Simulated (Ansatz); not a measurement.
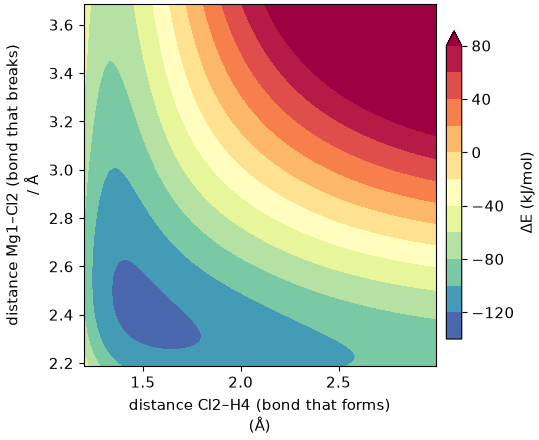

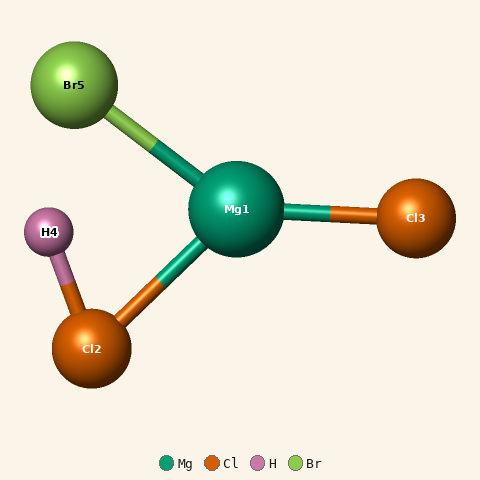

Energy landscape of the reacting system BrCl2HMg (fragments BrCl₂HMg where the first distance is long, BrClMg + ClH where the second is long). 
- The first coordinate is: distance Cl2–H4 (bond that forms); the second: distance Mg1–Cl2 (bond that breaks).
- Relaxed at each point: all other coordinates.
- The scan uses a 13 × 13 grid.
- Points are written as (first, second).
- Energies: kJ/mol, counted from a guessed transition structure relaxed with its forming and breaking bonds held.
- The reference is spin-restricted, so regions where a bond is pulled apart into radicals lie too high.
- These are results of Ansatz 0.2.0, RKS SPW92 (LDA)/def2-SVP, not measurements.

The picture shows filled contours, one colour for all values above the top of the scale. Between grid points the surface is interpolated. The second picture is the structure at the lowest point.

Question: Describe this landscape.

Answer: The lowest grid point is at (1.515 Å, 2.452 Å), −125 kJ/mol from a guessed transition structure relaxed with its forming and breaking bonds held. It is the only kind of minimum in the scanned range. The highest grid point, (2.997 Å, 3.687 Å), lies 299 kJ/mol above the lowest.

Grid values (kJ/mol):

```csv
"second ↓, first →",1.197,1.278,1.389,1.515,1.653,1.800,1.954,2.115,2.281,2.453,2.630,2.811,2.997
3.687,−47,−69,−69,−48,−16,18,50,79,105,127,146,161,175
3.532,−51,−74,−74,−55,−25,7,37,63,87,107,124,139,151
3.381,−56,−79,−81,−62,−35,−6,21,45,67,85,101,115,126
3.234,−61,−85,−87,−71,−46,−20,4,26,45,62,76,88,98
3.091,−67,−91,−95,−81,−59,−36,−15,4,21,37,50,61,69
2.952,−72,−97,−103,−91,−73,−54,−35,−18,−3,10,22,31,39
2.818,−78,−103,−110,−102,−87,−71,−56,−41,−28,−16,−6,2,9
2.689,−82,−108,−117,−112,−101,−88,−75,−63,−52,−42,−33,−26,−20
2.567,−83,−110,−122,−120,−112,−103,−93,−83,−74,−65,−58,−52,−47
2.452,−81,−109,−123,−125,−120,−114,−107,−99,−91,−84,−78,−73,−69
2.347,−74,−103,−120,−124,−123,−120,−115,−109,−103,−97,−92,−88,−85
2.254,−62,−92,−111,−118,−120,−119,−116,−112,−107,−103,−99,−96,−93
2.187,−48,−79,−100,−109,−113,−113,−112,−109,−105,−102,−98,−96,−94
```

The input of one point:

```yaml
crystal:
  periodic: [false, false, false]
  atoms:
    - { symbol: Mg, position_ang: [-0.693161, -0.146468, -0.351506] }
    - { symbol: Cl, position_ang: [1.157233, 1.462134, -0.378738] }
    - { symbol: Cl, position_ang: [-2.604373, -0.536042, -1.332082] }
    - { symbol: H, position_ang: [1.337562, 0.345169, 0.628781] }
    - { symbol: Br, position_ang: [0.802742, -1.124697, 1.433647] }
basis:
  gaussian: { orbitals: def2-SVP }
hamiltonian:
  xc: lda
output:
  forces: true
relax:
  f_tol: 0.02
  max_steps: 50
  escape_saddle: false
  constraints: [{ distance: [1, 3] }, { distance: [0, 1] }]
scf:
  lower_state_search: "off"
```

The whole map (169 points run) took 22 min on 1 thread of Intel(R) Xeon(R) Platinum 8259CL CPU @ 2.50GHz (Skylake/Cascade Lake), with other jobs on the host.
